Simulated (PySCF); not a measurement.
C4H7O3 (doublet)

```yaml
atoms:
  - { symbol: C, position_ang: [0.4349, 1.8227, 0.0243] }
  - { symbol: C, position_ang: [0.0576, 0.5088, -0.4982] }
  - { symbol: O, position_ang: [-1.3096, 0.2675, -0.4137] }
  - { symbol: C, position_ang: [-1.6883, -1.0512, -0.7362] }
  - { symbol: C, position_ang: [0.8962, -0.2800, 0.5323] }
  - { symbol: O, position_ang: [0.5007, -0.6779, 1.5957] }
  - { symbol: O, position_ang: [2.1617, -0.4247, 0.1048] }
  - { symbol: H, position_ang: [-0.1729, 2.2685, 0.7856] }
  - { symbol: H, position_ang: [1.3684, 2.2643, -0.2597] }
  - { symbol: H, position_ang: [0.4629, 0.2965, -1.5006] }
  - { symbol: H, position_ang: [-1.3122, -1.7686, -0.0001] }
  - { symbol: H, position_ang: [-2.7760, -1.0605, -0.7264] }
  - { symbol: H, position_ang: [-1.3278, -1.3325, -1.7335] }
  - { symbol: H, position_ang: [2.7037, -0.8332, 0.7985] }
```

Geometry: GFN2-xTB.

All numbers below come from PySCF, UKS B3LYP, pcH-1 on C H O, non-relativistic, mean-field spin-orbit, GIAO.

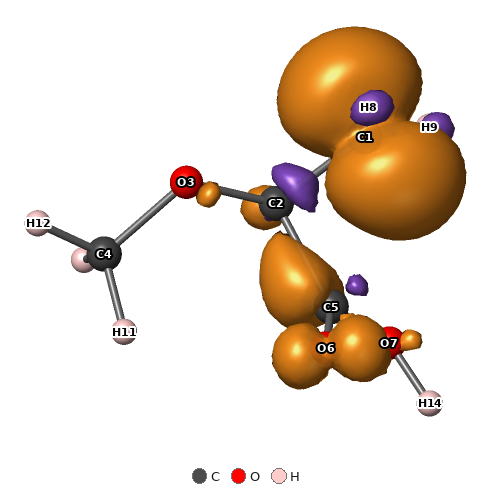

Figure 1. Isosurfaces of the spin density (α minus β) at +0.03 (orange) and −0.03 e/Å³ (purple), seen across its widest extent.

> Where is the unpaired spin?

The unpaired spin (1 electron) lies mostly on C1 (about 0.7), in electrons by Hirshfeld's partition.

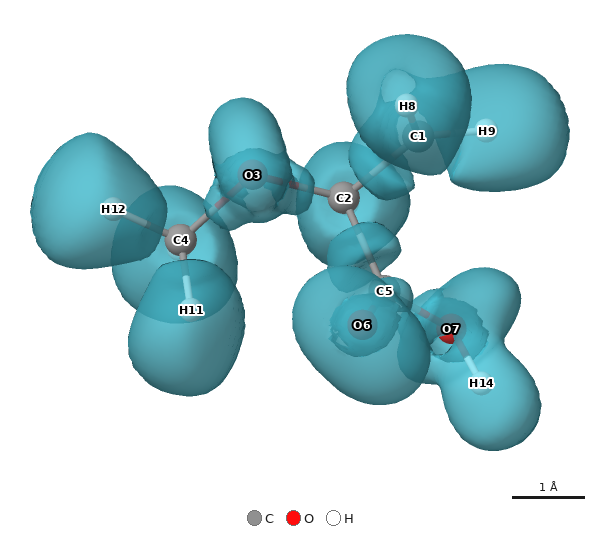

Figure 2. Isosurface of the electron localisation function at 0.75 (cyan), seen across its widest extent. Only the valence region is drawn (cores and ρ < 0.01 e/Å³ removed).

> What do the ELF domains correspond to?

The surface consists of one region between bonded C–C atoms (shared pairs), four regions around hydrogen nuclei, two regions on O in which the atom's valence shell and bonds are merged, one joined region spread over several atoms (C, H), in which their bonds and any lone pairs are merged and one joined region spread over several atoms (H, O), in which their bonds and any lone pairs are merged.


C–O (1.20 Å): the ELF peaks at about 0.85 between the atoms (a short, multiple covalent bond). C–C (1.46 Å): the ELF peaks at about 0.95 between the atoms, as expected for a shared electron pair.

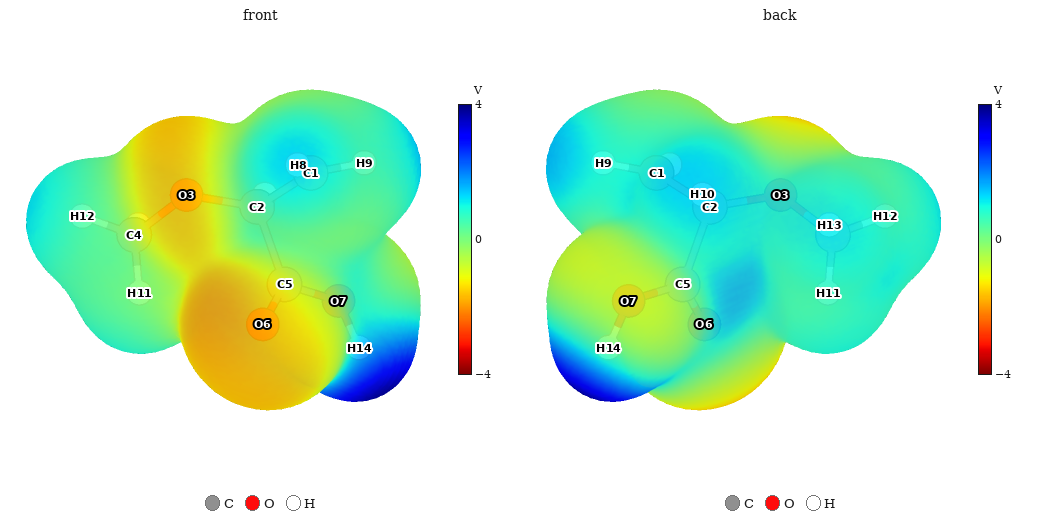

Figure 3. The molecular electrostatic potential painted on the density surface at 0.004 e/bohr³, seen from the front and from behind; the colour scale runs from red (negative) to blue (positive).

> Describe the electrostatic potential map.

The most negative region (about −1.9 V, or −44 kcal/mol for a unit charge) lies over O6, the most positive (about +3.6 V, or +83 kcal/mol for a unit charge) over H14. O6 is the likeliest acceptor of a hydrogen bond.
